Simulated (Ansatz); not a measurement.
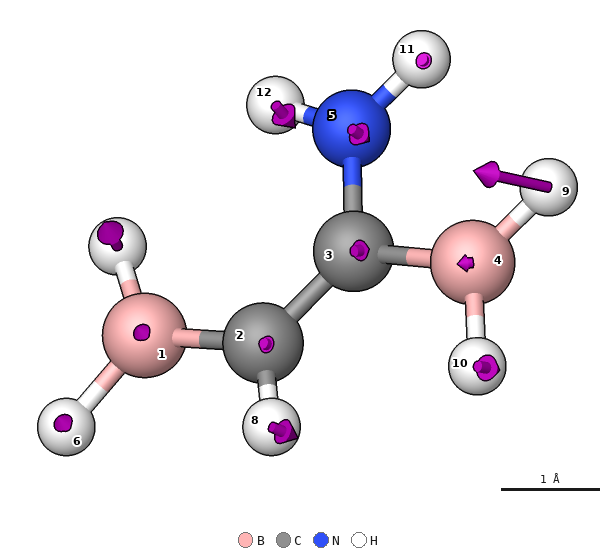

A relaxation of C₂H₇B₂N (coarse preliminary run). The starting structure is drawn; purple arrows show the displacements, at their true length. The two geometries are superimposed by the best rigid fit.

Style: ball-and-stick. Shown at a tilt.

The start comes from a force field.

The calculation used RKS PBE-D4/def2-SVP in Ansatz.

The input:
```yaml
crystal:
  periodic: [false, false, false]
  atoms:
    - {symbol: B, position_ang: [-1.454800, 1.408600, 0.294900]}
    - {symbol: C, position_ang: [-0.907500, 0.000100, 0.368300]}
    - {symbol: C, position_ang: [0.284800, -0.368400, -0.068800]}
    - {symbol: B, position_ang: [0.829800, -1.859900, 0.106600]}
    - {symbol: N, position_ang: [1.247600, 0.538700, -0.673300]}
    - {symbol: H, position_ang: [-2.593900, 1.662200, 0.693000]}
    - {symbol: H, position_ang: [-0.890500, 2.370800, -0.170400]}
    - {symbol: H, position_ang: [-1.523700, -0.716700, 0.808900]}
    - {symbol: H, position_ang: [1.827300, -2.204200, -0.212700]}
    - {symbol: H, position_ang: [0.029900, -2.662300, 0.622200]}
    - {symbol: H, position_ang: [2.173900, 0.212500, -0.949500]}
    - {symbol: H, position_ang: [1.054100, 1.563500, -0.785000]}
basis:
  gaussian: {orbitals: def2-SVP}
hamiltonian: {xc: pbe, dispersion: d4}
relax: {f_tol: 0.03, max_steps: 200}
```

Launched with:
```bash
ansatz run in.yaml --threads 4 --pin off --events-out ev --progress --plain --max-ram 10444MiB
```

Describe the change and its energy.

The largest move after the best rigid fit is that of H9, 1.02 Å. By element the largest moves are H 1.02 Å, N 0.33 Å, C 0.25 Å, B 0.19 Å. Among the contacts that change: B4–H9 1.102 → 1.221 Å, C3–N5 1.454 → 1.348 Å, C2–C3 1.322 → 1.409 Å, C2–H8 1.043 → 1.103 Å. Bond angles that change, for instance: C2–C3–B4 122.1° → 111.2°, B4–C3–N5 113.7° → 123.9°, C2–B1–H7 126.2° → 120.7°. Groups turn about C3–B4 by about 45°, C2–C3 by about 25°. After 23 accepted moves (25 points after the start) the energy has fallen by 64.9 kJ/mol. The largest force component goes from 6 to 0.027 eV/Å. The line search rejected the trial steps at points 10, 11 of the run. Cost: 28 s on 4 threads of Arm Neoverse V1 (shared host).
